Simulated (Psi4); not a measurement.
# UHF/STO-3G run of CH4ClGeO (SMILES [CH3][Ge]([OH])[Cl])

Aim: the vertical ionisation energy of CH4ClGeO at UHF/STO-3G, from 2 runs. 

The results are computed with Psi4 1.11.

1 further run of the same task is left out (set aside as unsound or not needed). Runs told in other sessions of the task aren't counted.

## Step 1: The structure to begin with

The species is CH4ClGeO (8 atoms), meant as a doublet with charge 0. As SMILES, `[CH3][Ge]([OH])[Cl]`. The shape is that of a PBE0-D4/def2-TZVP optimisation. This is one conformer, not always the lowest.

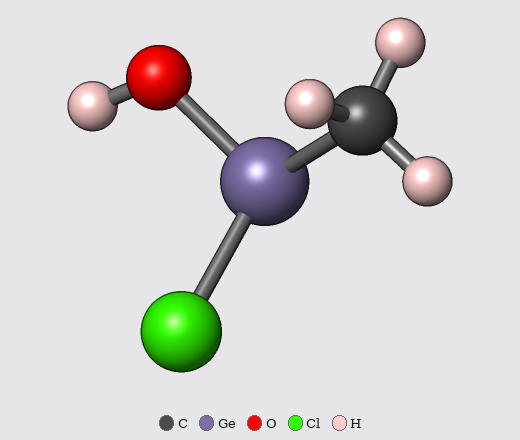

The structure, seen from a chosen angle (carbon dark grey, germanium purple, oxygen red, chlorine green, hydrogen pink).

## Step 2: Energy and forces at UHF/STO-3G

Contents of input.json:

```json
{
 "schema_name": "qcschema_input",
 "schema_version": 1,
 "molecule": {
  "schema_name": "qcschema_molecule",
  "schema_version": 2,
  "symbols": ["C", "Ge", "O", "Cl", "H", "H", "H", "H"],
  "geometry": [0.13228083, 2.33400074, -0.08673843, -1.25005383, -1.04596341, 0.51532831, 1.35039829, -2.84328193, 1.66295899, -2.35667745, -2.70627678, -3.09801701, 0.79274011, 3.12258345, 1.69716303, 1.71379262, 2.12140655, -1.39386199, -1.31298171, 3.54550416, -0.90876929, 1.10473389, -4.63587613, 1.50630069],
  "molecular_charge": 0,
  "molecular_multiplicity": 2,
  "fix_symmetry": "c1"
 },
 "driver": "gradient",
 "model": {
  "method": "scf",
  "basis": "STO-3G"
 },
 "keywords": {
  "reference": "uhf",
  "puream": true,
  "e_convergence": 1e-09,
  "d_convergence": 1e-08,
  "scf_type": "pk",
  "maxiter": 100,
  "scf_properties": ["DIPOLE", "QUADRUPOLE", "MULLIKEN_CHARGES"]
 }
}
```

Run with:

```
psi4 --qcschema input.json -n 1 --memory 2200MB
```

stdout:

```text
[...]
  Running in c1 symmetry.
[...]
  Nuclear repulsion =  363.285753823170523
[...]
  Multiplicity = 2
[...]
  Nalpha       = 34
  Nbeta        = 33
[...]
    Number of basis functions: 41
[...]
   @UHF iter   1: -2619.62989449094721   -4.19868e+00   1.56416e-02 DIIS/ADIIS
[...]
   @UHF iter  16: -2619.96203580198062    1.36424e-12   3.41078e-09 DIIS
[...]
   @S^2 Observed:                7.554694984E-01
[...]
    Orbital Energies [Eh]
    ---------------------
    Alpha Occupied:
       1A   -400.581798     2A   -103.605920     3A    -50.425542
       4A    -45.490585     5A    -45.488374     6A    -45.487715
       7A    -20.221888     8A    -11.022343     9A    -10.300916
      10A     -7.745246    11A     -7.739618    12A     -7.739222
      13A     -6.521245    14A     -4.565445    15A     -4.561041
      16A     -4.558532    17A     -1.262108    18A     -0.982253
      19A     -0.918797    20A     -0.702311    21A     -0.698567
      22A     -0.698191    23A     -0.696211    24A     -0.694391
      25A     -0.631243    26A     -0.550399    27A     -0.543563
      28A     -0.518013    29A     -0.448778    30A     -0.427095
      31A     -0.400812    32A     -0.368815    33A     -0.360301
      34A     -0.254357
[...]
  @UHF Final Energy: -2619.96203580198062
   => Energetics <=
    Nuclear Repulsion Energy =            363.2857538231705234
    One-Electron Energy =               -4392.6130322663902916
    Two-Electron Energy =                1409.3652426412388650
    Total Energy =                      -2619.9620358019810737
  UHF NO Occupations:
  HONO-2 :   32  A 1.9996175
  HONO-1 :   33  A 1.9978941
  HONO-0 :   34  A 1.0000000
  LUNO+0 :   35  A 0.0021059
  LUNO+1 :   36  A 0.0003825
[...]
 Multipole Moments:
 ------------------------------------------------------------------------------------
     Multipole            Electronic (a.u.)      Nuclear  (a.u.)        Total (a.u.)
 ------------------------------------------------------------------------------------
 L = 1.  Multiply by 2.5417464519 to convert [e a0] to [Debye]
 Dipole X            :         -4.9300470            4.8220520           -0.1079950
 Dipole Y            :         -3.6958031            4.0071201            0.3113171
 Dipole Z            :          2.6927489           -1.6786892            1.0140597
 Magnitude           :                                                    1.0662543
 L = 2.  Multiply by 1.3450342976 to convert [e a0^2] to [Debye ang]
 Quadrupole XX       :       -131.2168754          100.6211679          -30.5957075
 Quadrupole XY       :        -35.9583821           34.9972577           -0.9611244
[...]
  Mulliken Charges: (a.u.)
   Center  Symbol    Alpha    Beta     Spin     Total
       1     C     3.21492  3.12559  0.08934 -0.34051
       2    GE    15.96514 15.23545  0.72969  0.79942
       3     O     4.28207  4.14804  0.13404 -0.43011
       4    CL     8.73984  8.67623  0.06361 -0.41607
       5     H     0.46330  0.47027 -0.00697  0.06643
       6     H     0.46930  0.45983  0.00947  0.07087
       7     H     0.46309  0.47009 -0.00700  0.06682
       8     H     0.40234  0.41452 -0.01218  0.18314
   Total alpha = 34.00000, Total beta = 33.00000, Total charge =  0.00000
[...]
  -Total Gradient:
     Atom            X                  Y                   Z
    ------   -----------------  -----------------  -----------------
       1        0.008764929753     0.025798599750    -0.000781697152
       2       -0.029136660333     0.008669414340    -0.008739491706
       3        0.015453678128    -0.051510937957     0.009089681273
       4       -0.003542598100    -0.003182692560    -0.004796252421
       5        0.000980942827    -0.000861955350     0.008340891426
       6        0.004822691678    -0.008330904495    -0.005058056694
       7       -0.008446910489    -0.000163682499    -0.002379025706
       8        0.011103926515     0.029582158782     0.004323951076
[...]
```

The result, in JSON:

```text
{
 "driver": "gradient",
 "model": {
  "method": "scf",
  "basis": "STO-3G"
 },
 "success": true,
 "return_result": [0.00876492975312948, 0.025798599750398124, -0.0007816971518052884, -0.02913666033307799, 0.008669414339518285, -0.008739491705724176, 0.01545367812838952, -0.05151093795705197, 0.009089681272970357, -0.0035425980996338508, -0.0031826925604488063, -0.004796252421383637, 0.0009809428269922371, -0.0008619553495085586, 0.008340891425670738, 0.004822691678251778, -0.008330904494634611, -0.005058056693906771, -0.008446910489467052, -0.00016368249913675803, -0.0023790257062722975, 0.011103926515070146, 0.02958215878245163, 0.004323951076107058],
 "properties": {
  "calcinfo_nbasis": 41,
  "calcinfo_nmo": 41,
  "calcinfo_nalpha": 34,
  "calcinfo_nbeta": 33,
  "calcinfo_natom": 8,
  "nuclear_repulsion_energy": 363.2857538231705,
  "return_energy": -2619.9620358019806,
  "return_gradient": [0.00876492975312948, 0.025798599750398124, -0.0007816971518052884, -0.02913666033307799, 0.008669414339518285, -0.008739491705724176, 0.01545367812838952, -0.05151093795705197, 0.009089681272970357, -0.0035425980996338508, -0.0031826925604488063, -0.004796252421383637, 0.0009809428269922371, -0.0008619553495085586, 0.008340891425670738, 0.004822691678251778, -0.008330904494634611, -0.005058056693906771, -0.008446910489467052, -0.00016368249913675803, -0.0023790257062722975, 0.011103926515070146, 0.02958215878245163, 0.004323951076107058],
  "scf_one_electron_energy": -4392.61303226639,
  "scf_two_electron_energy": 1409.3652426412389,
  "scf_dipole_moment": [-0.1079949706206369, 0.31131706161301986, 1.014059708833552],
  "scf_total_energy": -2619.9620358019806,
  "scf_total_gradient": [0.00876492975312948, 0.025798599750398124, -0.0007816971518052884, -0.02913666033307799, 0.008669414339518285, -0.008739491705724176, 0.01545367812838952, -0.05151093795705197, 0.009089681272970357, -0.0035425980996338508, -0.0031826925604488063, -0.004796252421383637, 0.0009809428269922371, -0.0008619553495085586, 0.008340891425670738, 0.004822691678251778, -0.008330904494634611, -0.005058056693906771, -0.008446910489467052, -0.00016368249913675803, -0.0023790257062722975, 0.011103926515070146, 0.02958215878245163, 0.004323951076107058],
  "scf_iterations": 16
 }
}
```

Wall time 1.9 s (1 thread of AMD EPYC 9R45 (Zen 5), shared host); peak memory 0.2 GiB.

## Step 3: The singlet cation at the same level

Contents of calc.inp:

```
memory 2.2 GB

molecule molecule1 {
  1 1
  C
  Ge 1 1.958491
  O 2 1.779622 1 104.76059
  Cl 2 2.18426 3 106.92189 1 115.56571
  H 1 1.089691 2 109.18388 3 -62.43092
  H 1 1.091562 5 110.03044 2 -117.36541
  H 1 1.088647 5 110.24031 6 -121.80775
  H 3 0.961049 2 113.17139 1 -160.4348
  symmetry c1
  no_reorient
  no_com
}

set basis STO-3G
set puream true
set e_convergence 1e-09
set d_convergence 1e-08
set scf_type pk

e, wfn = gradient("hf", return_wfn=True)
oeprop(wfn, "LOWDIN_CHARGES", "DIPOLE", "MULLIKEN_CHARGES", title="HF")
```

Run with:

```
psi4 -n 1 calc.inp calc.out
```

calc.out:

```text
[...]
  Running in c1 symmetry.
[...]
  Nuclear repulsion =  363.285780138025018
[...]
  Multiplicity = 1
[...]
  Nalpha       = 33
  Nbeta        = 33
[...]
    Number of basis functions: 41
[...]
   @RHF iter   1: -2619.34005347503671   -3.90884e+00   1.82226e-02 ADIIS/DIIS
[...]
   @RHF iter  14: -2619.73007772668461    4.09273e-12   8.11861e-09 DIIS
[...]
    Orbital Energies [Eh]
    ---------------------
    Doubly Occupied:
       1A   -400.925494     2A   -103.916455     3A    -50.766017
       4A    -45.831165     5A    -45.829291     6A    -45.828698
       7A    -20.548943     8A    -11.274654     9A    -10.598662
      10A     -8.042380    11A     -8.036990    12A     -8.036522
      13A     -6.853602    14A     -4.896272    15A     -4.893322
      16A     -4.891558    17A     -1.532038    18A     -1.231059
      19A     -1.144666    20A     -1.035368    21A     -1.033372
      22A     -1.032004    23A     -1.027518    24A     -1.024198
      25A     -0.884330    26A     -0.781264    27A     -0.762895
      28A     -0.752036    29A     -0.685730    30A     -0.666062
      31A     -0.627741    32A     -0.614931    33A     -0.603364
[...]
  @RHF Final Energy: -2619.73007772668461
   => Energetics <=
    Nuclear Repulsion Energy =            363.2857801380250180
    One-Electron Energy =               -4372.8145181931313346
    Two-Electron Energy =                1389.7986603284211924
    Total Energy =                      -2619.7300777266850673
[...]
  -Total Gradient:
     Atom            X                  Y                   Z
    ------   -----------------  -----------------  -----------------
       1       -0.027868627217    -0.019974286590    -0.012311528867
       2        0.071675598485     0.082522096422     0.015723091264
       3       -0.025809128284    -0.077412384313     0.037374165570
       4       -0.034940597078     0.002614748854    -0.001127907787
       5        0.004168299321    -0.001966301861     0.002626444827
       6        0.000637288969    -0.000154188061    -0.008477154814
       7        0.000163936076     0.004785967950     0.003770563877
       8        0.011973229738     0.009584347603    -0.037577674078
[...]
 Multipole Moments:
 ------------------------------------------------------------------------------------
     Multipole            Electronic (a.u.)      Nuclear  (a.u.)        Total (a.u.)
 ------------------------------------------------------------------------------------
 L = 1.  Multiply by 2.5417464519 to convert [e a0] to [Debye]
 Dipole X            :          3.1424669           -1.6435446            1.4989223
 Dipole Y            :          2.4011084           -2.5595423           -0.1584339
 Dipole Z            :          5.6656084           -5.7336452           -0.0680367
 Magnitude           :                                                    1.5088070
[...]
  Mulliken Charges: (a.u.)
   Center  Symbol    Alpha    Beta     Spin     Total
       1     C     3.15314  3.15314  0.00000 -0.30627
       2    GE    15.43094 15.43094  0.00000  1.13812
       3     O     4.16144  4.16144  0.00000 -0.32288
       4    CL     8.59168  8.59168  0.00000 -0.18336
       5     H     0.43485  0.43485  0.00000  0.13030
       6     H     0.42790  0.42790  0.00000  0.14419
       7     H     0.43503  0.43503  0.00000  0.12994
       8     H     0.36502  0.36502  0.00000  0.26996
   Total alpha = 33.00000, Total beta = 33.00000, Total charge =  1.00000
[...]
```

Wall time 1.8 s (1 thread of AMD EPYC 9R45 (Zen 5), shared host); peak memory 0.2 GiB.

## Step 4: Results

Level: UHF/STO-3G.

```
                                            quantity           value
                      doublet CH4ClGeO: total energy  -2619.96204 Eh
                     doublet CH4ClGeO: dipole moment          2.71 D
doublet CH4ClGeO: HOMO energy (highest over α and β)        -6.92 eV
 doublet CH4ClGeO: LUMO energy (lowest over α and β)         3.78 eV
                              doublet CH4ClGeO: ⟨S²⟩           0.755
          doublet CH4ClGeO: largest force on an atom      2.805 eV/Å
                        singlet cation: total energy  -2619.73008 Eh
                         singlet cation: HOMO energy       -16.42 eV
                         singlet cation: LUMO energy        -5.58 eV
                       singlet cation: HOMO–LUMO gap        10.84 eV
            singlet cation: largest force on an atom      5.678 eV/Å
  vertical ionisation energy (to the singlet cation)        6.312 eV
```

**Reading.** The vertical ionisation energy comes to 6.31 eV (609 kJ/mol). The largest force (doublet CH4ClGeO) is 2.80 eV/Å: the shape isn't a stationary point for this species at this level. In a minimal basis such a difference can be off by several eV, whatever the method. Mulliken charges (doublet CH4ClGeO) run from -0.43 on O3 to +0.80 on Ge2. With no_com the log's rotational constants are taken about the origin, not the centre of mass, so they aren't the molecule's. Mulliken charges (singlet cation) run from -0.32 on O3 to +1.14 on Ge2; they depend strongly on the basis.
